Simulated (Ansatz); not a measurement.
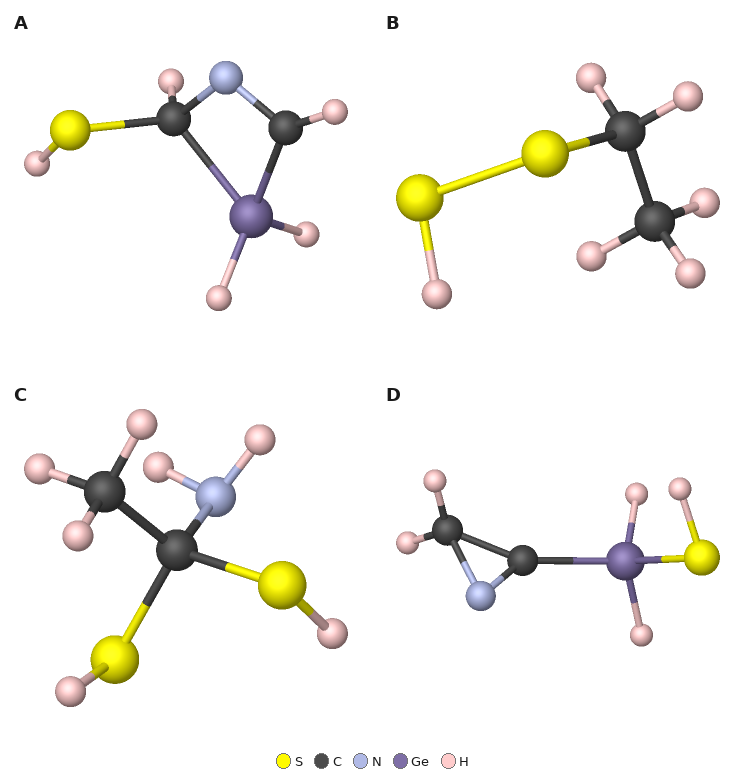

Figure made from data computed with Ansatz.

### Match each picture to its SMILES.
(1) S[C@H]1N=[CH][GeH2]1
(2) CC(N)(S)S
(3) [SH][GeH2][C]1=NC1
(4) CCSS

A is (1), B is (4), C is (2), D is (3).
